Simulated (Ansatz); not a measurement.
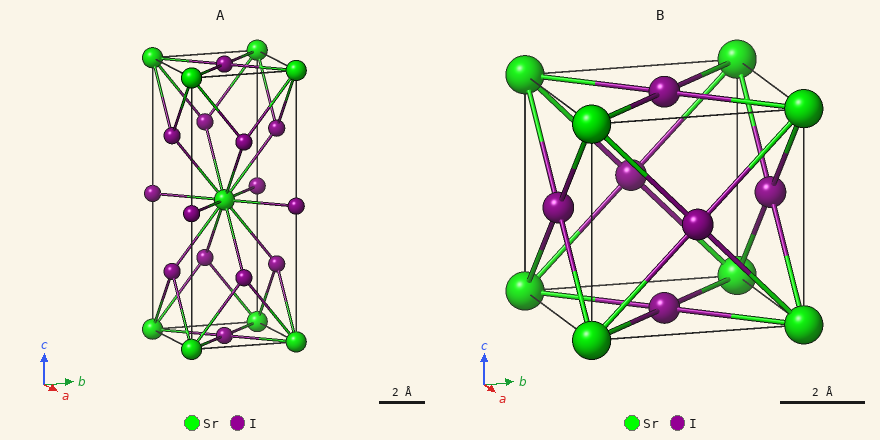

Two structures of SrI₃, each relaxed to rest (conventional cells in solid outline, small ones repeated, not to one scale). Method: Ansatz 0.2.0, DFT PBE, scalar-relativistic, plane waves, PAW, without spin polarisation.

### Which two forms are compared?

A: 8 atoms a cell on a body-centred tetragonal lattice, I4/mmm. B: Cu₃Au (L1₂) type, Pm-3m.

### Which of the two does the method prefer?

A is lower, by 86 meV/atom at this level of theory (energies at zero smearing). Volumes: A 38.1, B 38.4 Å³/atom.

One or both may be structure types tried for this composition rather than known phases.
